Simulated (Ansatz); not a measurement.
# TiC, relaxed

Wanted: the geometry at rest of TiC (a database entry, slightly rescaled), relaxing cell and atoms at 5 GPa, and its electronic structure there.

Method: DFT, PBE, no spin polarisation, plane waves, PAW, in Ansatz 0.2.0.

## 1. Geometry

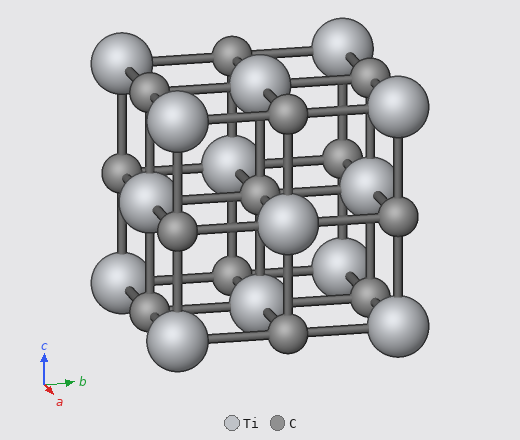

The structure slightly off an axis: titanium light grey, carbon grey. The cell drawn here is the conventional one.

Symmetry: Fm-3m, No. 225, cubic system. Conventional cell: a = 4.605 Å, b = 4.605 Å, c = 4.605 Å, α = 90.00°, β = 90.00°, γ = 90.00°. Ti (site symmetry m-3m) is surrounded by 6 C at 2.30 Å. C (site symmetry m-3m) has 6 Ti at 2.30 Å as nearest neighbours.

Its coordinates follow in the input file.

The first density is read from a saved solution for the starting cell.

## 2. The relaxation

Input file input.yaml:

```yaml
crystal:
  lattice:
    - [0.0, 2.302597, 2.302597]
    - [2.302597, 0.0, 2.302597]
    - [2.302597, 2.302597, 0.0]
  atoms:
    - { symbol: Ti, position: [0.0, 0.0, 0.0] }
    - { symbol: C, position: [0.5, 0.5, 0.5] }
  symmetry: { tolerance: 0.0003 }
kpoints:
  mp_grid: { grid: [10, 10, 10], shift: [0, 0, 0] }
magnetization:
  spin_polarized: false
scf:
  occupations: { method: fermi_dirac, width: 0.0465 }
  lower_state_search: "off"
hamiltonian:
  pseudopotentials: { kind: paw }
  xc: pbe
basis:
  ecutwfc: 420
  fft_grid_basis: typed
relax:
  max_steps: 80
  cell: { p_target: 5.0 }
  f_tol: 0.03
output:
  forces: true
  stress: true
  eigenvalues: true
  bader: true
  populations: true
  elf: true
  write_potential: true
  volumetric_format: npy
  dos:
    e_range: [-12, 8]
    de: 0.05
    projected: { site_lists: { C: [C], Ti: [Ti] } }
  write_density: true
checkpoint:
  read: saved_state
```

The run is started by

```
$ ansatz run input.yaml --threads 2 --pin off --max-ram 2560MiB --backend cpu --events-out ev --progress --plain --runs-dir out
```

What it wrote:

```text
Warning: checkpoint.read: basis.xc_grid differs: saved 1, current 2 (points along each axis for each point of the dense box; where the key is left out runs that use forces, runs that use the stress, dielectric runs by a finite field, finite-displacement phonons, runs of phonons.displacement_patterns under a GGA or a meta-GGA, phonons by method: dfpt, dielectric runs by the response, runs on support functions, runs on PAW files under a meta-GGA or a hybrid on one, runs at kind: all_electron or under a hybrid on a GGA, runs under a text's formulas of a gradient, and runs on PAW files that evaluate rPW86 or Becke's exchange or LYP's correlation can take a finer level, which can go by the root key accuracy; a number is taken as typed: the saved number, typed, holds this deck to the state's level, where the deck is accepted there); the SCF iterates at this deck's level from the saved density; a trajectory continued from that state goes on on another energy surface; basis.xc_grid: 1, typed and accepted, keeps it on the saved one
Warning: RAYON_NUM_THREADS=2 ignored (pool sized by the plan → 2); use --threads N
Engine: ansatz 0.2.0, aarch64-unknown-linux-gnu
Pseudopotentials: kind: paw
Pseudopotential: Ti, paw, valence charge 12, recommended cutoff 420 eV (normal), Ti.paw.azcp
Pseudopotential: C, paw, valence charge 4, recommended cutoff 420 eV (normal), C.paw.azcp
Functional definition: PBE
  parameter kappa = 0.804
  parameter beta = 0.06672455060314922
  exchange = pbe_x(kappa = kappa, mu = beta*pi^2/3)
  correlation = pbe_c(beta = beta)
Crystal: 2 atoms, lattice volume = 24.417 Å³
Basis set: ecut = 420 eV, 531 PW (Γ), exchange–correlation on 48×48×48 points (8 copies of the dense FFT grid, shifted against one another)
Bands: 12, of which v1, the nominal top of the filled ones, is band 8 counted from 1 (7 counted from 0)
Symmetry: 48 space group operations
Space group: Fm-3m (ITA 225), of the structure as read, at distance tolerance 8.7e-4 Å
k-points: 47 of 1000
Non-local potential: Ti, projectors of the file, l = 0: 3, l = 1: 2, l = 2: 3, l = 3: 1
Non-local potential: C, projectors of the file, l = 0: 2, l = 1: 2, l = 2: 1
PAW form: soft (Blöchl's): semilocal exchange-correlation on the pseudo side does not see the compensation charge
PAW one-centre angular grid: Ti, 590 points (default); XC on 64 Gauss nodes
PAW one-centre angular grid: C, 110 points (default); XC on 64 Gauss nodes
Initial density: read from a saved state, or passed on in memory by an earlier SCF of this step, an earlier step, the calling program or the single point that the run made first
Initial wavefunctions: pseudopotential atomic-orbital guess
Functional: x = pbe(κ = 0.804, μ = 0.2195149727645171), c = pbe(β = 0.06672455060314922)
iter 1 solved again at ethr=8.45e-6 eV; its pass at ethr=3.10e-3 eV (dr2=1.35e-3 eV) is discarded
SCF iter   1: F=—  HF=-2751.803414 eV  |F-HF|=—  |Δ(HF+E_count)|=         —  Δρ=2.02e-3  dr2=1.31e-3  ethr=8.45e-6  ⟨swp⟩=1.0  Hψ=3640  notcnv=0
preconditioner: auto → none  [metal: Δε(μ)=0.145 eV  Ē_g=6.726 eV  σ=0.046 eV  W_gap=0.48  n_scr=8 (ndim 8)  ℏωp=21.3 eV  f_vac=0.000  D(μ)=0.32/eV (n_scr^D=0)]
SCF iter   2: F=—  HF=-2751.803342 eV  |F-HF|=—  |Δ(HF+E_count)|=   7.23e-5  Δρ=6.96e-4  dr2=1.39e-4  ethr=8.18e-6  ⟨swp⟩=1.6  Hψ=593  notcnv=0
SCF iter   3: F=—  HF=-2751.803356 eV  |F-HF|=—  |Δ(HF+E_count)|=   1.37e-5  Δρ=9.51e-5  dr2=7.12e-7  ethr=8.69e-7  ⟨swp⟩=2.0  Hψ=629  notcnv=0
SCF iter   4: F=—  HF=-2751.803361 eV  |F-HF|=—  |Δ(HF+E_count)|=   5.60e-6  Δρ=2.86e-5  dr2=3.26e-8  ethr=4.45e-9  ⟨swp⟩=2.2  Hψ=784  notcnv=0
iter 5 did not close the SCF: its close was put off for the readings that it lacked (scf_convergence_deferred on its scf_iter line)
SCF iter   5: F=-2751.803362 eV  HF=-2751.803362 eV  |F-HF|=2.64e-10  |Δ(HF+E_count)|=   2.19e-7  Δρ=2.10e-6  dr2=8.29e-10  ethr=2.04e-10  ⟨swp⟩=2.5  Hψ=908  notcnv=0
SCF iter   6: F=-2751.803362 eV  HF=-2751.803362 eV  |F-HF|=7.28e-12  |Δ(HF+E_count)|=  1.95e-10  Δρ=2.23e-7  dr2=1.06e-11  ethr=5.18e-12  ⟨swp⟩=3.7  Hψ=2337  notcnv=0
SCF 1 converged in 6 iterations: F = -2751.803362 eV  dr2 = 1.06e-11
relax step   1: F+E_penalty+E_count = -2751.80336151 eV  Δ(F+E_penalty+E_count) = +0.000e0 eV  max|allowed force component| = 4.273e-30 eV/Å  Δτ_max = 0.0000 Å  P = -31.543 GPa  Ω = 24.417 Å³  (6 SCF iters, accepted)
Crystal: 2 atoms, lattice volume = 21.017 Å³
Basis set: ecut = 420 eV, 411 PW (Γ), exchange–correlation on 48×48×48 points (8 copies of the dense FFT grid, shifted against one another)
Initial density: handed on by an earlier stage of this run
Initial wavefunctions: those handed on with the density
iter 1 solved again at ethr=1.81e-3 eV; its pass at ethr=3.10e-3 eV (dr2=2.89e-1 eV) is discarded
SCF iter   1: F=—  HF=-2752.310808 eV  |F-HF|=—  |Δ(HF+E_count)|=         —  Δρ=3.22e-2  dr2=2.90e-1  ethr=1.81e-3  ⟨swp⟩=1.0  Hψ=4096  notcnv=0
preconditioner: auto → none  [insulator: Δε(μ)=0.135 eV  Ē_g=7.865 eV  σ=0.046 eV  W_gap=0.50  n_scr=8 (ndim 8)  ℏωp=22.9 eV  f_vac=0.000  D(μ)=0.29/eV (n_scr^D=0)  ε∞_Penn≈9.5]
SCF iter   2: F=—  HF=-2752.265433 eV  |F-HF|=—  |Δ(HF+E_count)|=   4.54e-2  Δρ=1.14e-2  dr2=3.74e-2  ethr=1.81e-3  ⟨swp⟩=2.0  Hψ=784  notcnv=0
SCF iter   3: F=—  HF=-2752.258325 eV  |F-HF|=—  |Δ(HF+E_count)|=   7.11e-3  Δρ=1.11e-3  dr2=2.71e-4  ethr=2.34e-4  ⟨swp⟩=2.1  Hψ=862  notcnv=0
SCF iter   4: F=—  HF=-2752.258338 eV  |F-HF|=—  |Δ(HF+E_count)|=   1.37e-5  Δρ=2.84e-4  dr2=5.35e-6  ethr=1.69e-6  ⟨swp⟩=2.1  Hψ=713  notcnv=0
SCF iter   5: F=—  HF=-2752.258340 eV  |F-HF|=—  |Δ(HF+E_count)|=   1.84e-6  Δρ=2.33e-5  dr2=3.33e-8  ethr=3.35e-8  ⟨swp⟩=2.9  Hψ=933  notcnv=0
SCF iter   6: F=-2752.258340 eV  HF=-2752.258340 eV  |F-HF|=6.24e-9  |Δ(HF+E_count)|=   3.44e-8  Δρ=5.94e-6  dr2=6.46e-9  ethr=2.08e-10  ⟨swp⟩=5.1  Hψ=2826  notcnv=0
SCF 2 converged in 6 iterations: F = -2752.258340 eV  dr2 = 6.46e-9
relax step   2: F+E_penalty+E_count = -2752.25834032 eV  Δ(F+E_penalty+E_count) = -4.550e-1 eV  max|allowed force component| = 2.860e-30 eV/Å  Δτ_max = 0.0000 Å  P = -7.552 GPa  Ω = 21.017 Å³  energy of the carried Pulay correction = +4.612e-3 eV  (6 SCF iters, dr2 threshold 2.00e-7 eV, accepted)
Crystal: 2 atoms, lattice volume = 19.593 Å³
Basis set: ecut = 420 eV, 387 PW (Γ), exchange–correlation on 48×48×48 points (8 copies of the dense FFT grid, shifted against one another)
iter 1 solved again at ethr=3.85e-4 eV; its pass at ethr=3.10e-3 eV (dr2=6.15e-2 eV) is discarded
SCF iter   1: F=—  HF=-2752.265084 eV  |F-HF|=—  |Δ(HF+E_count)|=         —  Δρ=1.58e-2  dr2=6.28e-2  ethr=3.85e-4  ⟨swp⟩=1.0  Hψ=3908  notcnv=0
preconditioner: auto → none  [metal: Δε(μ)=0.127 eV  Ē_g=8.210 eV  σ=0.046 eV  W_gap=0.48  n_scr=8 (ndim 8)  ℏωp=23.7 eV  f_vac=0.000  D(μ)=0.25/eV (n_scr^D=0)]
SCF iter   2: F=—  HF=-2752.254584 eV  |F-HF|=—  |Δ(HF+E_count)|=   1.05e-2  Δρ=5.69e-3  dr2=8.47e-3  ethr=3.85e-4  ⟨swp⟩=2.1  Hψ=840  notcnv=0
SCF iter   3: F=—  HF=-2752.253033 eV  |F-HF|=—  |Δ(HF+E_count)|=   1.55e-3  Δρ=4.83e-4  dr2=3.89e-5  ethr=5.29e-5  ⟨swp⟩=2.1  Hψ=842  notcnv=0
SCF iter   4: F=—  HF=-2752.253037 eV  |F-HF|=—  |Δ(HF+E_count)|=   4.21e-6  Δρ=1.35e-4  dr2=1.17e-6  ethr=2.43e-7  ⟨swp⟩=2.2  Hψ=721  notcnv=0
iter 5 did not close the SCF: its close was put off for the readings that it lacked (scf_convergence_deferred on its scf_iter line)
SCF iter   5: F=-2752.253038 eV  HF=-2752.253038 eV  |F-HF|=3.26e-9  |Δ(HF+E_count)|=   1.38e-6  Δρ=8.90e-6  dr2=4.13e-9  ethr=7.34e-9  ⟨swp⟩=2.8  Hψ=884  notcnv=0
SCF iter   6: F=-2752.253038 eV  HF=-2752.253038 eV  |F-HF|=3.39e-10  |Δ(HF+E_count)|=   5.42e-9  Δρ=1.35e-6  dr2=3.61e-10  ethr=2.58e-11  ⟨swp⟩=4.4  Hψ=2615  notcnv=0
SCF 3 converged in 6 iterations: F = -2752.253038 eV  dr2 = 3.61e-10
relax step   3: F+E_penalty+E_count = -2752.25303830 eV  Δ(F+E_penalty+E_count) = +5.302e-3 eV  max|allowed force component| = 1.545e-30 eV/Å  Δτ_max = 0.0000 Å  P = +10.266 GPa  Ω = 19.593 Å³  energy of the carried Pulay correction = +6.756e-3 eV  (6 SCF iters, dr2 threshold 2.00e-7 eV, accepted)
Crystal: 2 atoms, lattice volume = 19.975 Å³
iter 1 solved again at ethr=3.40e-5 eV; its pass at ethr=3.10e-3 eV (dr2=5.43e-3 eV) is discarded
SCF iter   1: F=—  HF=-2752.271352 eV  |F-HF|=—  |Δ(HF+E_count)|=         —  Δρ=4.51e-3  dr2=5.28e-3  ethr=3.40e-5  ⟨swp⟩=1.0  Hψ=3640  notcnv=0
preconditioner: auto → none  [metal: Δε(μ)=0.106 eV  Ē_g=7.962 eV  σ=0.046 eV  W_gap=0.46  n_scr=8 (ndim 8)  ℏωp=23.5 eV  f_vac=0.000  D(μ)=0.31/eV (n_scr^D=0)]
SCF iter   2: F=—  HF=-2752.270491 eV  |F-HF|=—  |Δ(HF+E_count)|=   8.61e-4  Δρ=1.66e-3  dr2=7.42e-4  ethr=3.30e-5  ⟨swp⟩=1.9  Hψ=631  notcnv=0
SCF iter   3: F=—  HF=-2752.270356 eV  |F-HF|=—  |Δ(HF+E_count)|=   1.36e-4  Δρ=1.44e-4  dr2=4.01e-6  ethr=4.64e-6  ⟨swp⟩=2.0  Hψ=644  notcnv=0
SCF iter   4: F=—  HF=-2752.270359 eV  |F-HF|=—  |Δ(HF+E_count)|=   3.61e-6  Δρ=3.89e-5  dr2=1.01e-7  ethr=2.51e-8  ⟨swp⟩=2.3  Hψ=738  notcnv=0
iter 5 did not close the SCF: its close was put off for the readings that it lacked (scf_convergence_deferred on its scf_iter line)
SCF iter   5: F=-2752.270359 eV  HF=-2752.270359 eV  |F-HF|=7.64e-10  |Δ(HF+E_count)|=   1.14e-7  Δρ=2.95e-6  dr2=9.46e-10  ethr=6.32e-10  ⟨swp⟩=2.9  Hψ=931  notcnv=0
SCF iter   6: F=-2752.270359 eV  HF=-2752.270359 eV  |F-HF|=1.52e-10  |Δ(HF+E_count)|=  4.41e-11  Δρ=9.80e-7  dr2=1.62e-10  ethr=5.91e-12  ⟨swp⟩=4.0  Hψ=2535  notcnv=0
SCF 4 converged in 6 iterations: F = -2752.270359 eV  dr2 = 1.62e-10
relax step   4: F+E_penalty+E_count = -2752.27035938 eV  Δ(F+E_penalty+E_count) = -1.732e-2 eV  max|allowed force component| = 3.287e-30 eV/Å  Δτ_max = 0.0000 Å  P = +4.865 GPa  Ω = 19.975 Å³  energy of the carried Pulay correction = +6.168e-3 eV  (6 SCF iters, dr2 threshold 2.00e-7 eV, accepted)
Crystal: 2 atoms, lattice volume = 19.965 Å³
iter 1 solved again at ethr=2.55e-8 eV; its pass at ethr=3.10e-3 eV (dr2=4.08e-6 eV) is discarded
SCF iter   1: F=—  HF=-2752.270070 eV  |F-HF|=—  |Δ(HF+E_count)|=         —  Δρ=1.15e-4  dr2=3.44e-6  ethr=2.55e-8  ⟨swp⟩=1.0  Hψ=3258  notcnv=0
preconditioner: auto → none  [metal: Δε(μ)=0.110 eV  Ē_g=7.992 eV  σ=0.046 eV  W_gap=0.46  n_scr=8 (ndim 8)  ℏωp=23.5 eV  f_vac=0.000  D(μ)=0.29/eV (n_scr^D=0)]
SCF iter   2: F=—  HF=-2752.270070 eV  |F-HF|=—  |Δ(HF+E_count)|=   3.16e-7  Δρ=4.19e-5  dr2=4.71e-7  ethr=2.15e-8  ⟨swp⟩=1.8  Hψ=617  notcnv=0
iter 3 did not close the SCF: its close was put off for the readings that it lacked (scf_convergence_deferred on its scf_iter line)
SCF iter   3: F=-2752.270070 eV  HF=-2752.270070 eV  |F-HF|=1.66e-9  |Δ(HF+E_count)|=   8.89e-8  Δρ=3.84e-6  dr2=3.08e-9  ethr=2.95e-9  ⟨swp⟩=2.0  Hψ=636  notcnv=0
```

[end of part 1 of 2]
